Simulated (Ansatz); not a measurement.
The reference is MoTe2 in the 2H-MoS2 type structure (space group P6_3/mmc, No. 194; a = 3.4966 Å, c = 13.6958 Å; layered, stacked along the Cartesian z axis).

The change: a hydrostatic pressure of 0.3 GPa.

Method: PBE-D3(BJ) (Ansatz, a quantum-chemistry and plane-wave program), without spin-orbit coupling.

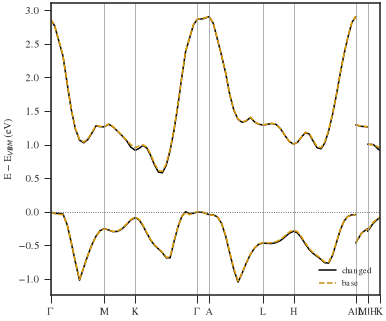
Highest valence and lowest conduction band along the path, each from its own valence-band maximum

Problem. Read the changed gap and its character from the plot.

Solution. About 0.58 eV, indirect, Γ → K–Γ (44 % along).

Spin-orbit coupling, missing from the scalar runs, can matter with Te. Load acts through the strain it causes; cell and atoms are relaxed under it. No phonon test of stability was made. The program warned that a D3 coordination switch lies within reach, so dispersion energies are less smooth here.
